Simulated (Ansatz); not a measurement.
**[BCl2]+ (SMILES Cl[B+]Cl) at CAM-B3LYP/STO-3G**

What is the energy change on altering one bond length of [BCl2]+ at CAM-B3LYP/STO-3G? 

Program for the calculation: Ansatz 0.2.0.

6 further runs of the same task are left out: 6 that didn't finish.

### 1 The molecule

The species is [BCl2]+ (3 atoms), meant as a singlet with charge +1. As SMILES, `Cl[B+]Cl`. The shape is that of a GFN2-xTB optimisation.

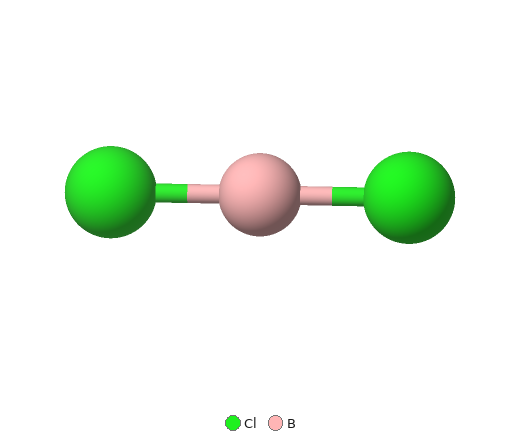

Viewed from a chosen angle; chlorine green, boron pink.

### 2 A single-point energy at CAM-B3LYP/STO-3G

in.yaml

```yaml
crystal:
  periodic: [false, false, false]
  atoms:
    - {symbol: Cl, position_ang: [-1.238380, 0.766480, -0.591300]}
    - {symbol: B, position_ang: [0.000740, 0.001360, 0.000550]}
    - {symbol: Cl, position_ang: [1.237640, -0.767840, 0.590740]}
basis:
  gaussian:
    orbitals: STO-3G
total_charge: 1
hamiltonian:
  xc: {name: CAM-B3LYP}
accuracy: high
```

Started as:

```
$ ansatz run in.yaml --threads 1 --pin off --max-ram 2610MiB --events-out events.jsonl --progress --plain --runs-dir runs
```

Standard output:

```text
Warning: RAYON_NUM_THREADS=1 ignored (pool sized by the plan → 1); use --threads N
Functional definition: CAM-B3LYP
  name "CAM-B3LYP"
  parameter alpha = 0.19
  parameter beta = 0.46
  parameter omega = 0.33/bohr
  parameter ac = 0.81
  exchange = (1 - alpha - beta)*b88_x + beta*b88_x_sr(omega) + alpha*exact_x + beta*exact_x_lr(omega)
  correlation = (1 - ac)*vwn5_c + ac*lyp_c
399 factors; integrals over basis functions are off by at most 2.4e-8 eV
149 factors; integrals over basis functions are off by at most 7.3e-10 eV
mean field evaluation 1: about -25428.2228 eV, gradient 2.8e1 eV
mean field evaluation 2: about -25427.8813 eV, gradient 3.4e1 eV
mean field evaluation 4: about -25431.4015 eV, gradient 9.5e-2 eV
mean field evaluation 8: about -25431.3809 eV, gradient 5.3e-4 eV
mean field evaluation 16: about -25431.3809 eV, gradient 2.0e-8 eV
mean field -25431.38089071 eV, -934.5860097246 hartree, gradient 2.0e-8 eV, S^2 0.000000; 0 other end points of the search recorded, 0 dependent functions left out
reference -25431.38090246 eV, -934.5860101563 hartree; 19, 19 occupied and 4, 4 virtual orbitals, 399 factors
Total energy: -25431.38090246 eV, -934.5860101563 hartree
```

Wall time 0.96 s (1 thread of Arm Neoverse V2, shared host); peak memory 0.094 GiB.

### 3 The distorted shape

job.yaml

```yaml
crystal:
  periodic: [false, false, false]
  atoms:
    - {symbol: Cl, position_ang: [-1.548182, 0.957774, -0.739273]}
    - {symbol: B, position_ang: [0.000740, 0.001360, 0.000550]}
    - {symbol: Cl, position_ang: [1.237640, -0.767840, 0.590740]}
basis:
  gaussian:
    orbitals: STO-3G
total_charge: 1
hamiltonian:
  xc: {name: CAM-B3LYP}
accuracy: high
```

Started as:

```
$ ansatz run job.yaml --threads 1 --pin off --max-ram 2610MiB --events-out events.jsonl --progress --plain --runs-dir runs
```

Standard output:

```text
Warning: RAYON_NUM_THREADS=1 ignored (pool sized by the plan → 1); use --threads N
Functional definition: CAM-B3LYP
  name "CAM-B3LYP"
  parameter alpha = 0.19
  parameter beta = 0.46
  parameter omega = 0.33/bohr
  parameter ac = 0.81
  exchange = (1 - alpha - beta)*b88_x + beta*b88_x_sr(omega) + alpha*exact_x + beta*exact_x_lr(omega)
  correlation = (1 - ac)*vwn5_c + ac*lyp_c
392 factors; integrals over basis functions are off by at most 2.5e-8 eV
153 factors; integrals over basis functions are off by at most 7.3e-10 eV
mean field evaluation 1: about -25425.4666 eV, gradient 3.2e1 eV
mean field evaluation 2: about -25416.3955 eV, gradient 6.7e1 eV
mean field evaluation 4: about -25430.4102 eV, gradient 1.3e0 eV
mean field evaluation 8: about -25430.3910 eV, gradient 2.3e-2 eV
mean field evaluation 16: about -25430.3911 eV, gradient 1.9e-8 eV
mean field -25430.39105059 eV, -934.5496337712 hartree, gradient 1.9e-8 eV, S^2 0.000000; 0 other end points of the search recorded, 0 dependent functions left out
reference -25430.39106274 eV, -934.5496342176 hartree; 19, 19 occupied and 4, 4 virtual orbitals, 392 factors
Total energy: -25430.39106274 eV, -934.5496342176 hartree
```

Run time: 0.88 s. Hardware: 1 thread of Arm Neoverse V2, shared host; peak memory 0.093 GiB.

### 4 Results

Level: CAM-B3LYP/STO-3G.

| quantity | value |
| --- | --- |
| first shape: total energy | -934.58601 Eh |
| distorted shape: total energy | -934.54963 Eh |
| energy change with the Cl1–B2 bond stretched from 1.572 to 1.965 Å | 0.990 eV |

What this shows: With the Cl1–B2 bond stretched from 1.572 to 1.965 Å the energy rises by 0.99 eV (22.8 kcal/mol). The first shape isn't relaxed at this level, so the change isn't measured from a minimum. The minimal basis adds a large error of its own.
